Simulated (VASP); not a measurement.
Band structure of Cl2 (space group P6/mmm). Calculation: PBE GGA, VASP's PBE PAW potentials (set 64) (plane waves; VASP 6.6.1).

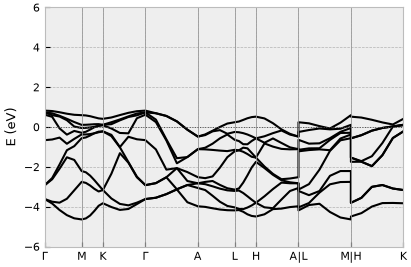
*Bands along high-symmetry lines, zero at the valence-band maximum or, without a gap, the Fermi level*

Read the plot: is there a gap, and where are the band edges?

It has no gap at this level: it comes out as a metal or semimetal.

The structure was generated: Cl2 was put into an ordered model structure, which need not be its known phase. The cell was not relaxed at this level.
